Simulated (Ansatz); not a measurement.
# SiNH (singlet): B2PLYP, RKS PBE0, RPA-PBE over a scan of the scale of all distances, 6-31G

How well do these functionals follow the top wave-function level for SiNH (singlet) over a scan of the scale of all distances?

The runs use Ansatz 0.2.0, Gaussian basis; 6-31G, all electrons in the functionals, frozen cores in the correlation of double hybrids and RPA.

To be run: B2PLYP, RKS PBE0, RPA-PBE, at 0.887; 1.000; 1.120; 1.322; 1.516; 1.769; 2.037; 2.369 (not every functional at every point).

17 further runs of the same task are left out: 3 for a known fault of the program, 13 that didn't finish, 1 set aside as unsound or not needed.

## (1) The geometry

The geometry derives from a PBE0/def2-TZVP stationary point (not a proven minimum). All distances are scaled together.

3 atoms, charge 0, spin multiplicity 1.

Atoms are counted from 1 here; the program's logs count them from 0.

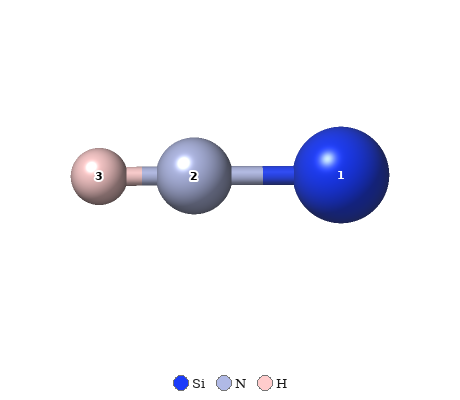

The structure; silicon blue, nitrogen light blue, hydrogen pink; atoms are numbered from 1 in the order of the file.

No dispersion term is added.

The geometry shown and the zero of energy belong to the point 1.000. The yardstick, FCI, and other wave-function levels (R restricted, U unrestricted, valence and pair active spaces) come from earlier runs.

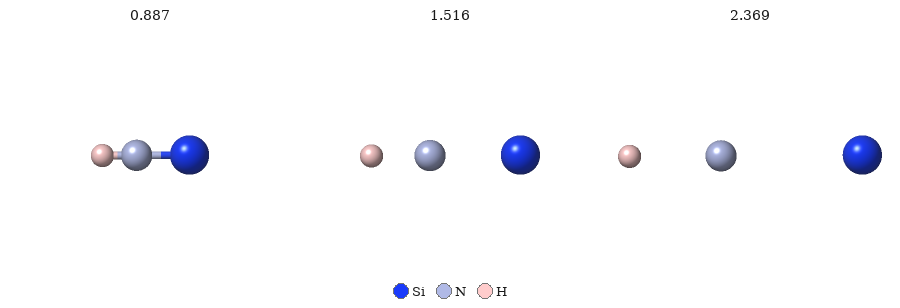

Three points of the scan; sticks are drawn by distance.

## (2) B2PLYP, 0.887

in.yaml

```yaml
crystal:
  periodic: [false, false, false]
  atoms:
    - {symbol: Si, position_ang: [0.000000, 0.000000, 1.209540]}
    - {symbol: N, position_ang: [0.000000, 0.000000, -0.161440]}
    - {symbol: H, position_ang: [0.000000, 0.000000, -1.048100]}
basis:
  gaussian: {orbitals: 6-31G}
hamiltonian: {xc: {name: B2PLYP}}
correlation: {electrons: outside_noble_gas}
```

Started as:

```
$ ansatz run in.yaml --threads 1 --pin off --events-out ev --progress --plain --max-ram 2393MiB
```

Log:

```text
Functional definition: B2PLYP
  name "B2PLYP"
  cite "Grimme, J. Chem. Phys. 124, 034108 (2006) doi:10.1063/1.2148954"
  cite "Becke, Phys. Rev. A 38, 3098 (1988) doi:10.1103/PhysRevA.38.3098"
  cite "Lee, Yang & Parr, Phys. Rev. B 37, 785 (1988) doi:10.1103/PhysRevB.37.785"
  parameter a = 0.53
  parameter c = 0.27
  exchange = (1 - a)*b88_x + a*exact_x
  correlation = (1 - c)*lyp_c + c*(mp2_os + mp2_ss)
307 factors; integrals over basis functions are off by at most 1.9e-4 eV
mean field evaluation 1: about -9365.1529 eV, gradient 5.7e1 eV
mean field evaluation 2: about -9365.1562 eV, gradient 5.7e1 eV
mean field evaluation 4: about -9372.1562 eV, gradient 6.2e0 eV
mean field evaluation 8: about -9372.2884 eV, gradient 1.1e-2 eV
mean field evaluation 16: about -9372.2884 eV, gradient 9.1e-7 eV
mean field -9372.28836962 eV, -344.4252448185 hartree, gradient 9.1e-7 eV, S^2 0.000000; 0 other end points of the search recorded, 0 dependent functions left out
6 core orbitals not correlated: weight in the atoms' cores, before any rotation towards them, 1.000 or more for the frozen orbitals, at most 0.000 for the correlated occupied ones
reference -9372.28847169 eV, -344.4252485694 hartree; 5, 5 occupied and 13, 13 virtual orbitals, 307 factors
second order -5.49892062 eV of doubles, -0.00000000 eV of singles
Total energy: -9373.77318026 eV, -344.4798106029 hartree
```

It took 2.1 s on 1 thread of Intel Xeon at 2.50GHz, shared host.

## (3) B2PLYP, 1.000

in.yaml

```yaml
crystal:
  periodic: [false, false, false]
  atoms:
    - {symbol: Si, position_ang: [0.000000, 0.000000, -1.363630]}
    - {symbol: N, position_ang: [0.000000, 0.000000, 0.182007]}
    - {symbol: H, position_ang: [0.000000, 0.000000, 1.181623]}
basis:
  gaussian: {orbitals: 6-31G}
hamiltonian: {xc: {name: B2PLYP}}
correlation: {electrons: outside_noble_gas}
```

The command is unchanged.

Log (excerpt; [...] marks lines left out):

```text
Functional definition: B2PLYP
  name "B2PLYP"
  cite "Grimme, J. Chem. Phys. 124, 034108 (2006) doi:10.1063/1.2148954"
  cite "Becke, Phys. Rev. A 38, 3098 (1988) doi:10.1103/PhysRevA.38.3098"
  cite "Lee, Yang & Parr, Phys. Rev. B 37, 785 (1988) doi:10.1103/PhysRevB.37.785"
[...]
305 factors; integrals over basis functions are off by at most 2.4e-4 eV
[...]
mean field -9374.27353850 eV, -344.4981984289 hartree, gradient 2.9e-6 eV, S^2 0.000000; 0 other end points of the search recorded, 0 dependent functions left out
6 core orbitals not correlated: weight in the atoms' cores, before any rotation towards them, 1.000 or more for the frozen orbitals, at most 0.000 for the correlated occupied ones
reference -9374.27364383 eV, -344.4982022998 hartree; 5, 5 occupied and 13, 13 virtual orbitals, 305 factors
second order -6.41141323 eV of doubles, -0.00000000 eV of singles
Total energy: -9376.00472540 eV, -344.5618183742 hartree
```

It took 2.6 s on 1 thread of Intel Xeon at 2.50GHz, shared host.

## (4) B2PLYP, 1.120

in.yaml

```yaml
crystal:
  periodic: [false, false, false]
  atoms:
    - {symbol: Si, position_ang: [0.000000, 0.000000, -1.527266]}
    - {symbol: N, position_ang: [0.000000, 0.000000, 0.203848]}
    - {symbol: H, position_ang: [0.000000, 0.000000, 1.323418]}
basis:
  gaussian: {orbitals: 6-31G}
magnetization: {spin_polarized: true, initial_magnetization: 0}
hamiltonian: {xc: {name: B2PLYP}}
correlation: {electrons: outside_noble_gas}
```

Launched as before.

Log (excerpt; [...] marks lines left out):

```text
Functional definition: B2PLYP
  name "B2PLYP"
  cite "Grimme, J. Chem. Phys. 124, 034108 (2006) doi:10.1063/1.2148954"
  cite "Becke, Phys. Rev. A 38, 3098 (1988) doi:10.1103/PhysRevA.38.3098"
  cite "Lee, Yang & Parr, Phys. Rev. B 37, 785 (1988) doi:10.1103/PhysRevB.37.785"
[...]
304 factors; integrals over basis functions are off by at most 2.7e-4 eV
[...]
mean field -9373.54811685 eV, -344.4715396753 hartree, gradient 8.7e-7 eV, S^2 0.000000; 8 other end points of the search recorded, 0 dependent functions left out
6 core orbitals not correlated: weight in the atoms' cores, before any rotation towards them, 1.000 or more for the frozen orbitals, at most 0.000 for the correlated occupied ones
reference -9373.54822199 eV, -344.4715435389 hartree; 5, 5 occupied and 13, 13 virtual orbitals, 304 factors
second order -7.68820888 eV of doubles, -0.00000000 eV of singles
Total energy: -9375.62403839 eV, -344.5478283845 hartree
```

It took 10 s on 1 thread of Intel Xeon at 2.50GHz, shared host.

From the report: ⟨S²⟩ of the determinant 0.000 (pure singlet: 0.00).

From 1.000: +0.381 eV.

## (5) B2PLYP, 1.322

in.yaml

```yaml
crystal:
  periodic: [false, false, false]
  atoms:
    - {symbol: Si, position_ang: [0.000000, 0.000000, 1.802719]}
    - {symbol: N, position_ang: [0.000000, 0.000000, -0.240613]}
    - {symbol: H, position_ang: [0.000000, 0.000000, -1.562106]}
basis:
  gaussian: {orbitals: 6-31G}
magnetization: {spin_polarized: true, initial_magnetization: 0}
hamiltonian: {xc: {name: B2PLYP}}
correlation: {electrons: outside_noble_gas}
```

Same command.

Log (excerpt; [...] marks lines left out):

```text
Functional definition: B2PLYP
  name "B2PLYP"
  cite "Grimme, J. Chem. Phys. 124, 034108 (2006) doi:10.1063/1.2148954"
  cite "Becke, Phys. Rev. A 38, 3098 (1988) doi:10.1103/PhysRevA.38.3098"
  cite "Lee, Yang & Parr, Phys. Rev. B 37, 785 (1988) doi:10.1103/PhysRevB.37.785"
[...]
304 factors; integrals over basis functions are off by at most 2.5e-4 eV
[...]
mean field -9370.86811564 eV, -344.3730514473 hartree, gradient 1.7e-6 eV, S^2 1.085713; 10 other end points of the search recorded, 0 dependent functions left out
6 core orbitals not correlated: weight in the atoms' cores, before any rotation towards them, 1.000 or more for the frozen orbitals, at most 0.000 for the correlated occupied ones
reference -9370.86822095 eV, -344.3730553173 hartree; 5, 5 occupied and 13, 13 virtual orbitals, 304 factors
second order -5.57998477 eV of doubles, -0.00000000 eV of singles
Total energy: -9372.37481684 eV, -344.4284216949 hartree
```

It took 18 s on 1 thread of Intel Xeon at 2.50GHz, shared host.

From the report: ⟨S²⟩ of the determinant 1.086 (pure singlet: 0.00). The determinant is far from a pure spin state, so its energy mixes those of several spin states (harmless only where they are near-degenerate, as at dissociation).

From 1.000: +3.630 eV.

## (6) B2PLYP, 1.516

in.yaml

```yaml
crystal:
  periodic: [false, false, false]
  atoms:
    - {symbol: Si, position_ang: [0.000000, 0.000000, 2.067263]}
    - {symbol: N, position_ang: [0.000000, 0.000000, -0.275923]}
    - {symbol: H, position_ang: [0.000000, 0.000000, -1.791340]}
basis:
  gaussian: {orbitals: 6-31G}
magnetization: {spin_polarized: true, initial_magnetization: 0}
hamiltonian: {xc: {name: B2PLYP}}
correlation: {electrons: outside_noble_gas}
```

Launched as before.

Log (excerpt; [...] marks lines left out):

```text
Functional definition: B2PLYP
  name "B2PLYP"
  cite "Grimme, J. Chem. Phys. 124, 034108 (2006) doi:10.1063/1.2148954"
  cite "Becke, Phys. Rev. A 38, 3098 (1988) doi:10.1103/PhysRevA.38.3098"
  cite "Lee, Yang & Parr, Phys. Rev. B 37, 785 (1988) doi:10.1103/PhysRevB.37.785"
[...]
304 factors; integrals over basis functions are off by at most 2.6e-4 eV
[...]
mean field -9368.97253081 eV, -344.3033899897 hartree, gradient 2.4e-6 eV, S^2 1.742396; 6 other end points of the search recorded, 0 dependent functions left out
6 core orbitals not correlated: weight in the atoms' cores, before any rotation towards them, 1.000 or more for the frozen orbitals, at most 0.000 for the correlated occupied ones
reference -9368.97264844 eV, -344.3033943124 hartree; 5, 5 occupied and 13, 13 virtual orbitals, 304 factors
second order -3.93211659 eV of doubles, -0.00000000 eV of singles
Total energy: -9370.03431992 eV, -344.3424100196 hartree
```

It took 9.5 s on 1 thread of Intel Xeon at 2.50GHz, shared host.

From the report: ⟨S²⟩ of the determinant 1.742 (pure singlet: 0.00). The determinant is far from a pure spin state, so its energy mixes those of several spin states (harmless only where they are near-degenerate, as at dissociation).

From 1.000: +5.970 eV.

## (7) B2PLYP, 1.769

in.yaml

```yaml
crystal:
  periodic: [false, false, false]
  atoms:
    - {symbol: Si, position_ang: [0.000000, 0.000000, 2.412261]}
    - {symbol: N, position_ang: [0.000000, 0.000000, -0.321970]}
    - {symbol: H, position_ang: [0.000000, 0.000000, -2.090291]}
basis:
  gaussian: {orbitals: 6-31G}
magnetization: {spin_polarized: true, initial_magnetization: 0}
hamiltonian: {xc: {name: B2PLYP}}
correlation: {electrons: outside_noble_gas}
```

Same command.

Log (excerpt; [...] marks lines left out):

```text
Functional definition: B2PLYP
  name "B2PLYP"
  cite "Grimme, J. Chem. Phys. 124, 034108 (2006) doi:10.1063/1.2148954"
  cite "Becke, Phys. Rev. A 38, 3098 (1988) doi:10.1103/PhysRevA.38.3098"
  cite "Lee, Yang & Parr, Phys. Rev. B 37, 785 (1988) doi:10.1103/PhysRevB.37.785"
[...]
304 factors; integrals over basis functions are off by at most 2.1e-4 eV
[...]
mean field -9367.74571315 eV, -344.2583052723 hartree, gradient 2.5e-6 eV, S^2 2.425805; 6 other end points of the search recorded, 0 dependent functions left out
6 core orbitals not correlated: weight in the atoms' cores, before any rotation towards them, 1.000 or more for the frozen orbitals, at most 0.000 for the correlated occupied ones
reference -9367.74584629 eV, -344.2583101651 hartree; 5, 5 occupied and 13, 13 virtual orbitals, 304 factors
second order -2.29740100 eV of doubles, -0.00000000 eV of singles
Total energy: -9368.36614456 eV, -344.2811057060 hartree
```

Wall time 11 s (1 thread of Intel Xeon at 2.50GHz, shared host).

From the report: ⟨S²⟩ of the determinant 2.426 (pure singlet: 0.00). The determinant is far from a pure spin state, so its energy mixes those of several spin states (harmless only where they are near-degenerate, as at dissociation).

From 1.000: +7.639 eV.

## (8) B2PLYP, 2.037

in.yaml

```yaml
crystal:
  periodic: [false, false, false]
  atoms:
    - {symbol: Si, position_ang: [0.000000, 0.000000, 2.777714]}
    - {symbol: N, position_ang: [0.000000, 0.000000, -0.370748]}
    - {symbol: H, position_ang: [0.000000, 0.000000, -2.406966]}
basis:
  gaussian: {orbitals: 6-31G}
magnetization: {spin_polarized: true, initial_magnetization: 0}
hamiltonian: {xc: {name: B2PLYP}}
correlation: {electrons: outside_noble_gas}
```

The command is unchanged.

Log (excerpt; [...] marks lines left out):

```text
Functional definition: B2PLYP
  name "B2PLYP"
  cite "Grimme, J. Chem. Phys. 124, 034108 (2006) doi:10.1063/1.2148954"
  cite "Becke, Phys. Rev. A 38, 3098 (1988) doi:10.1103/PhysRevA.38.3098"
  cite "Lee, Yang & Parr, Phys. Rev. B 37, 785 (1988) doi:10.1103/PhysRevB.37.785"
[...]
304 factors; integrals over basis functions are off by at most 2.2e-4 eV
[...]
mean field -9367.30121541 eV, -344.2419702815 hartree, gradient 4.1e-10 eV, S^2 2.698534; 9 other end points of the search recorded, 0 dependent functions left out
6 core orbitals not correlated: weight in the atoms' cores, before any rotation towards them, 1.000 or more for the frozen orbitals, at most 0.000 for the correlated occupied ones
reference -9367.30135904 eV, -344.2419755597 hartree; 5, 5 occupied and 13, 13 virtual orbitals, 304 factors
second order -1.75130114 eV of doubles, -0.00000000 eV of singles
Total energy: -9367.77421035 eV, -344.2593525248 hartree
```

Wall time 16 s (1 thread of Intel Xeon at 2.50GHz, shared host).

From the report: ⟨S²⟩ of the determinant 2.699 (pure singlet: 0.00). The determinant is far from a pure spin state, so its energy mixes those of several spin states (harmless only where they are near-degenerate, as at dissociation).

From 1.000: +8.231 eV.

## (9) B2PLYP, 2.369

in.yaml

```yaml
crystal:
  periodic: [false, false, false]
  atoms:
    - {symbol: Si, position_ang: [0.000000, 0.000000, 3.230439]}
    - {symbol: N, position_ang: [0.000000, 0.000000, -0.431175]}
    - {symbol: H, position_ang: [0.000000, 0.000000, -2.799265]}
basis:
  gaussian: {orbitals: 6-31G}
magnetization: {spin_polarized: true, initial_magnetization: 0}
hamiltonian: {xc: {name: B2PLYP}}
correlation: {electrons: outside_noble_gas}
```

The command is unchanged.

Log (excerpt; [...] marks lines left out):

```text
Functional definition: B2PLYP
  name "B2PLYP"
  cite "Grimme, J. Chem. Phys. 124, 034108 (2006) doi:10.1063/1.2148954"
  cite "Becke, Phys. Rev. A 38, 3098 (1988) doi:10.1103/PhysRevA.38.3098"
  cite "Lee, Yang & Parr, Phys. Rev. B 37, 785 (1988) doi:10.1103/PhysRevB.37.785"
[...]
304 factors; integrals over basis functions are off by at most 2.4e-4 eV
[...]
mean field -9367.10562543 eV, -344.2347824823 hartree, gradient 4.0e-6 eV, S^2 2.890721; 6 other end points of the search recorded, 0 dependent functions left out
6 core orbitals not correlated: weight in the atoms' cores, before any rotation towards them, 1.000 or more for the frozen orbitals, at most 0.000 for the correlated occupied ones
reference -9367.10577406 eV, -344.2347879443 hartree; 5, 5 occupied and 13, 13 virtual orbitals, 304 factors
second order -1.50226642 eV of doubles, -0.00000000 eV of singles
Total energy: -9367.51138599 eV, -344.2496939080 hartree
```

Wall time 15 s (1 thread of Intel Xeon at 2.50GHz, shared host).

From the report: ⟨S²⟩ of the determinant 2.891 (pure singlet: 0.00). The determinant is far from a pure spin state, so its energy mixes those of several spin states (harmless only where they are near-degenerate, as at dissociation).

From 1.000: +8.493 eV.

## (10) RKS PBE0, 1.120

in.yaml

```yaml
crystal:
  periodic: [false, false, false]
  atoms:
    - {symbol: Si, position_ang: [0.000000, 0.000000, -1.527266]}
    - {symbol: N, position_ang: [0.000000, 0.000000, 0.203848]}
    - {symbol: H, position_ang: [0.000000, 0.000000, 1.323418]}
basis:
  gaussian: {orbitals: 6-31G}
hamiltonian: {xc: {name: PBE0}}
```

Same command.

Log:

```text
Functional definition: PBE0
  name "PBE0"
  cite "Adamo & Barone, J. Chem. Phys. 110, 6158 (1999) doi:10.1063/1.478522"
  cite "Perdew, Burke & Ernzerhof, Phys. Rev. Lett. 77, 3865 (1996) doi:10.1103/PhysRevLett.77.3865"
  parent pbe
  parameter a = 0.25
  parameter kappa = 0.804
  parameter beta = 0.06672455060314922
  exchange = (1 - a)*pbe_x(kappa = kappa, mu = beta*pi^2/3) + a*exact_x
  correlation = pbe_c(beta = beta)
304 factors; integrals over basis functions are off by at most 2.7e-4 eV
mean field evaluation 1: about -9365.9603 eV, gradient 6.3e1 eV
mean field evaluation 2: about -9294.4452 eV, gradient 1.3e2 eV
mean field evaluation 4: about -9375.6459 eV, gradient 5.4e0 eV
mean field evaluation 8: about -9375.7329 eV, gradient 3.3e-2 eV
mean field -9375.73286585 eV, -344.5518277198 hartree, gradient 5.2e-6 eV, S^2 0.000000; 0 other end points of the search recorded, 0 dependent functions left out
reference -9375.73288420 eV, -344.5518283944 hartree; 11, 11 occupied and 13, 13 virtual orbitals, 304 factors
Total energy: -9375.73288420 eV, -344.5518283944 hartree
```

It took 1.9 s on 1 thread of Intel Xeon at 2.50GHz, shared host.

## (11) RKS PBE0, 1.322

in.yaml

```yaml
crystal:
  periodic: [false, false, false]
  atoms:
    - {symbol: Si, position_ang: [0.000000, 0.000000, 1.802719]}
    - {symbol: N, position_ang: [0.000000, 0.000000, -0.240613]}
    - {symbol: H, position_ang: [0.000000, 0.000000, -1.562106]}
basis:
  gaussian: {orbitals: 6-31G}
hamiltonian: {xc: {name: PBE0}}
```

Same command.

Log:

```text
Functional definition: PBE0
  name "PBE0"
  cite "Adamo & Barone, J. Chem. Phys. 110, 6158 (1999) doi:10.1063/1.478522"
  cite "Perdew, Burke & Ernzerhof, Phys. Rev. Lett. 77, 3865 (1996) doi:10.1103/PhysRevLett.77.3865"
  parent pbe
  parameter a = 0.25
  parameter kappa = 0.804
  parameter beta = 0.06672455060314922
  exchange = (1 - a)*pbe_x(kappa = kappa, mu = beta*pi^2/3) + a*exact_x
  correlation = pbe_c(beta = beta)
304 factors; integrals over basis functions are off by at most 2.5e-4 eV
mean field evaluation 1: about -9359.0843 eV, gradient 6.9e1 eV
mean field evaluation 2: about -9255.2142 eV, gradient 1.4e2 eV
mean field evaluation 4: about -9371.1489 eV, gradient 2.0e1 eV
mean field evaluation 8: about -9372.5730 eV, gradient 5.9e0 eV
mean field evaluation 16: about -9372.6743 eV, gradient 4.9e-5 eV
mean field -9372.67430506 eV, -344.4394276841 hartree, gradient 4.9e-5 eV, S^2 0.000000; 0 other end points of the search recorded, 0 dependent functions left out
reference -9372.67432175 eV, -344.4394282976 hartree; 11, 11 occupied and 13, 13 virtual orbitals, 304 factors
Total energy: -9372.67432175 eV, -344.4394282976 hartree
```

It took 1.6 s on 1 thread of Intel Xeon at 2.50GHz, shared host.

## (12) RKS PBE0, 1.516

in.yaml

```yaml
crystal:
  periodic: [false, false, false]
  atoms:
    - {symbol: Si, position_ang: [0.000000, 0.000000, 2.067263]}
    - {symbol: N, position_ang: [0.000000, 0.000000, -0.275923]}
    - {symbol: H, position_ang: [0.000000, 0.000000, -1.791340]}
basis:
  gaussian: {orbitals: 6-31G}
hamiltonian: {xc: {name: PBE0}}
```

Launched as before.

Log:

```text
Functional definition: PBE0
  name "PBE0"
  cite "Adamo & Barone, J. Chem. Phys. 110, 6158 (1999) doi:10.1063/1.478522"
  cite "Perdew, Burke & Ernzerhof, Phys. Rev. Lett. 77, 3865 (1996) doi:10.1103/PhysRevLett.77.3865"
  parent pbe
  parameter a = 0.25
  parameter kappa = 0.804
  parameter beta = 0.06672455060314922
  exchange = (1 - a)*pbe_x(kappa = kappa, mu = beta*pi^2/3) + a*exact_x
  correlation = pbe_c(beta = beta)
304 factors; integrals over basis functions are off by at most 2.6e-4 eV
mean field evaluation 1: about -9350.5867 eV, gradient 7.6e1 eV
mean field evaluation 2: about -9215.4766 eV, gradient 1.3e2 eV
mean field evaluation 4: about -9342.0361 eV, gradient 9.1e1 eV
mean field evaluation 8: about -9353.2518 eV, gradient 6.0e1 eV
mean field evaluation 16: about -9369.6065 eV, gradient 1.8e-5 eV
mean field -9369.60647395 eV, -344.3266869703 hartree, gradient 1.8e-5 eV, S^2 0.000000; 0 other end points of the search recorded, 0 dependent functions left out
reference -9369.60649168 eV, -344.3266876219 hartree; 11, 11 occupied and 13, 13 virtual orbitals, 304 factors
Total energy: -9369.60649168 eV, -344.3266876219 hartree
```

Wall time 1.6 s (1 thread of Intel Xeon at 2.50GHz, shared host).

## (13) RKS PBE0, 1.769

in.yaml

```yaml
crystal:
  periodic: [false, false, false]
  atoms:
    - {symbol: Si, position_ang: [0.000000, 0.000000, 2.412261]}
    - {symbol: N, position_ang: [0.000000, 0.000000, -0.321970]}
    - {symbol: H, position_ang: [0.000000, 0.000000, -2.090291]}
basis:
  gaussian: {orbitals: 6-31G}
hamiltonian: {xc: {name: PBE0}}
```

Launched as before.

Log:

```text
Functional definition: PBE0
  name "PBE0"
  cite "Adamo & Barone, J. Chem. Phys. 110, 6158 (1999) doi:10.1063/1.478522"
  cite "Perdew, Burke & Ernzerhof, Phys. Rev. Lett. 77, 3865 (1996) doi:10.1103/PhysRevLett.77.3865"
  parent pbe
  parameter a = 0.25
  parameter kappa = 0.804
  parameter beta = 0.06672455060314922
  exchange = (1 - a)*pbe_x(kappa = kappa, mu = beta*pi^2/3) + a*exact_x
  correlation = pbe_c(beta = beta)
304 factors; integrals over basis functions are off by at most 2.1e-4 eV
mean field evaluation 1: about -9340.3864 eV, gradient 8.2e1 eV
mean field evaluation 2: about -9168.6320 eV, gradient 1.2e2 eV
mean field evaluation 4: about -9331.0168 eV, gradient 9.8e1 eV
mean field evaluation 8: about -9366.4844 eV, gradient 4.4e-1 eV
mean field evaluation 16: about -9366.0939 eV, gradient 2.5e0 eV
mean field -9366.48495704 eV, -344.2119733398 hartree, gradient 1.8e-5 eV, S^2 0.000000; 1 other end points of the search recorded, 0 dependent functions left out
reference -9366.48497691 eV, -344.2119740701 hartree; 11, 11 occupied and 13, 13 virtual orbitals, 304 factors
Total energy: -9366.48497691 eV, -344.2119740701 hartree
```

Run time: 1.3 s. Hardware: 1 thread of Intel Xeon at 2.50GHz, shared host.

## (14) RKS PBE0, 2.037

in.yaml

```yaml
crystal:
  periodic: [false, false, false]
  atoms:
    - {symbol: Si, position_ang: [0.000000, 0.000000, 2.777714]}
    - {symbol: N, position_ang: [0.000000, 0.000000, -0.370748]}
    - {symbol: H, position_ang: [0.000000, 0.000000, -2.406966]}
basis:
  gaussian: {orbitals: 6-31G}
hamiltonian: {xc: {name: PBE0}}
```

The command is unchanged.

Log (excerpt; [...] marks lines left out):

```text
Functional definition: PBE0
  name "PBE0"
  cite "Adamo & Barone, J. Chem. Phys. 110, 6158 (1999) doi:10.1063/1.478522"
  cite "Perdew, Burke & Ernzerhof, Phys. Rev. Lett. 77, 3865 (1996) doi:10.1103/PhysRevLett.77.3865"
  parent pbe
[...]
304 factors; integrals over basis functions are off by at most 2.2e-4 eV
[...]
mean field -9364.22922498 eV, -344.1290767154 hartree, gradient 3.0e-5 eV, S^2 0.000000; 4 other end points of the search recorded, 0 dependent functions left out
reference -9364.22924703 eV, -344.1290775258 hartree; 11, 11 occupied and 13, 13 virtual orbitals, 304 factors
Total energy: -9364.22924703 eV, -344.1290775258 hartree
```

Wall time 2.2 s (1 thread of Intel Xeon at 2.50GHz, shared host).

[end of part 1 of 2]
